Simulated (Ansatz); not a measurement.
## Molecular dynamics, with input and output: C2H4Si2

C2H4Si2, set up with UKS BLYP-D4/6-31G* (Ansatz 0.2.0).

One setting was made poor on purpose. It belongs to a series of runs on one base structure; here: an input spoilt on purpose.

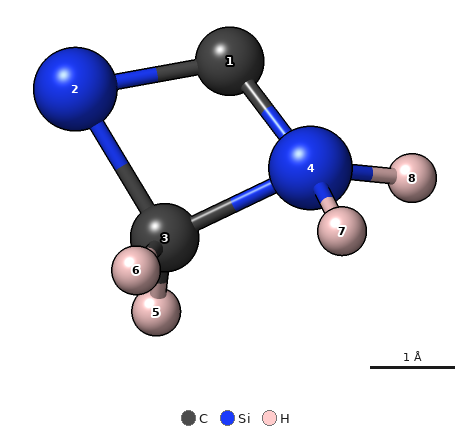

**Figure 1.** The starting structure (ball-and-stick view, seen at a tilt; atoms are numbered from 1 in the order of the input). Bond lengths as drawn: C–H 1.17 to 1.22 Å, C–Si 1.80 to 2.08 Å and H–Si 1.47 Å.

Input:
```yaml
crystal:
  periodic: [false, false, false]
  atoms:
    - { symbol: C, position_ang: [0.235015, -1.527038, 0.346571] }
    - { symbol: Si, position_ang: [1.376758, -0.626005, 1.568731] }
    - { symbol: C, position_ang: [0.476816, 0.743464, 0.289981] }
    - { symbol: Si, position_ang: [-1.068236, -0.408346, -0.188032] }
    - { symbol: H, position_ang: [1.039145, 1.396759, -0.495529] }
    - { symbol: H, position_ang: [-0.046671, 1.484672, 1.111135] }
    - { symbol: H, position_ang: [-2.194366, 0.493973, 0.110827] }
    - { symbol: H, position_ang: [-1.392253, -0.84959, -1.555796] }
magnetization:
  spin_polarized: true
basis:
  gaussian: { orbitals: "6-31G*" }
hamiltonian:
  xc: blyp
  dispersion: d4
md:
  timestep: 0.25
  n_steps: 25
  ensemble: nvt_langevin
  temperature: 700.0
  initial_velocities: maxwell_boltzmann
  seed: 169827
  friction: 0.02
  temperature_schedule: [{ n_steps: 500, end_temperature: 100.0 }]
```

Launched with:
```bash
ansatz run input.yaml --threads 2 --pin off --max-ram 3072MiB --backend cpu --events-out ev --progress --plain --runs-dir out
```

Output:
```
Error: invalid value for `md.temperature_schedule`: takes 500 steps (the sum of its n_steps), more than the run's md.n_steps: 25 — raise that, or shorten the schedule
```

Outcome:

```csv
quantity,value
outcome,refused by the program
hardware,"2 threads of Arm Neoverse N1, 16 GiB of memory available, shared host"
```

What went wrong:

The program refused the input: “invalid value for `md.temperature_schedule`: takes 500 steps (the sum of its n_steps), more than the run's md.n_steps: 25 — raise that, or shorten the schedule” A deliberately poor setting: bad input.
